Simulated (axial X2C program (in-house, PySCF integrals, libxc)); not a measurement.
## Relativistic diatomic calculation, with input and output: AsCo

System: AsCo, single determinant with Ω = 5 (not the lowest found). The distance is the PBE0 minimum at charge 0.
Method: expectation values, HF and Kohn-Sham, two-component X2C with atomic mean-field Coulomb and Gaunt terms, As dyall-cv3z, Co dyall-cv3z (cores contracted) (axial X2C program (in-house, PySCF integrals, libxc)).

### The program's output
```
two-component X2C + atomic mean field  PBE0
basis functions 211  fitting functions 1187  grid points 5805
iter        total energy     max residual
   1      -3652.491995538     3.26e-05
   2      -3652.491995551     3.96e-05
   3      -3652.491995564     2.14e-05
   4      -3652.491995570     1.67e-05
   5      -3652.491995578     4.64e-06
   6      -3652.491995578     2.67e-06
converged
one-electron -5498.86682545  Coulomb 1778.86131094  exact exchange -35.28363249  xc functional -108.57980216  nuclear repulsion 212.57749997  atomic mean-field constant -1.20054638
```

### Expectation values by level of theory

```
                                             quantity    PBE0      HF  BHandHLYP   PBE50     PBE
effective field for an electron dipole moment (GV/cm)  −0.189   −2.68     −0.310  −0.218  −0.154
           field gradient at the first nucleus (a.u.)   −1.56   −4.53      −2.17   −2.46  −0.940
          field gradient at the second nucleus (a.u.)  −0.588  −0.580     −0.838  −0.936  −0.321
                           A∥/gI, first nucleus (MHz)   −57.4   −99.8      −55.3   −69.2   −47.5
                          A∥/gI, second nucleus (MHz)     270     209        254     251     287
```

Each column comes from one determinant with 4 or more unpaired spinors, which can mix states, in a basis with contracted cores. The levels disagree widely: the effective field runs from −2.68 to −0.154 GV/cm, A∥/gI at the first nucleus runs from −99.8 to −47.5 MHz, the field gradient at the first nucleus runs from −4.53 to −0.940 a.u. and the field gradient at the second nucleus runs from −0.936 to −0.321 a.u. They may not all have settled in the same state, and these values aren't reliable properties of the molecule.

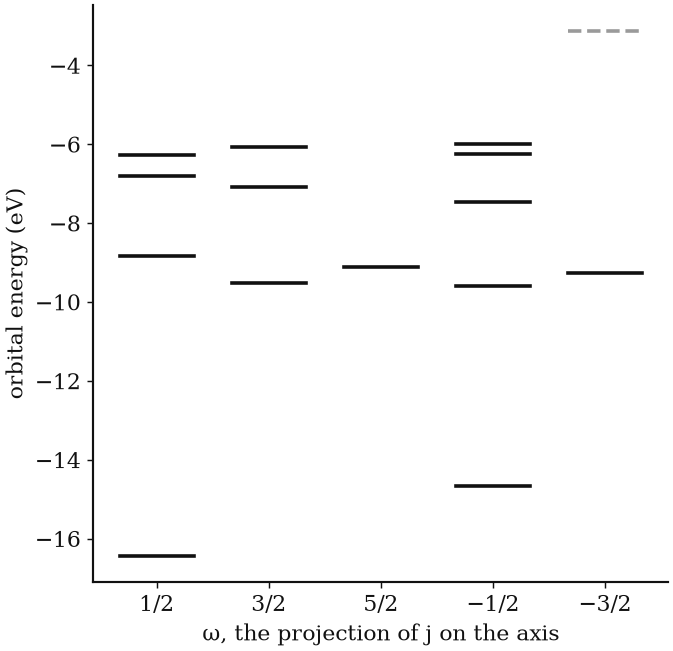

*Orbital energies (PBE0) near the frontier at 2.22 Å, filled (solid) and empty (dashed).*

The highest filled spinor (−1/2; 36 % Co s, 36 % As p) lies at −5.99 eV, the lowest empty one (−3/2; 64 % As p, 24 % Co d) at −3.13 eV.

### The input
```
{"zs": [33, 27], "q": 0, "bas": ["dyall-cv3z", "dyall-cv3z"], "r0": 2.32, "levels": ["PBE0", "HF", "BHandHLYP", "PBE50", "PBE"], "nst": 3}
```

The line is the task of a batch: nuclear charges, charge, bases, the levels to run, a first guess of the distance and further settings. This report covers the levels named above. The log is that of the reference distance, started from orbitals converged before.

Launched within a batch (the task file carries these settings):
```bash
python <driver script> task.json out
```

### Key numbers

```tsv
quantity	value
outcome	converged; the levels of theory disagree widely
hardware	1 thread of Arm Neoverse V1, 112 GiB of memory available, shared host
wall time	8.2 s
peak memory	0.45 GiB
```
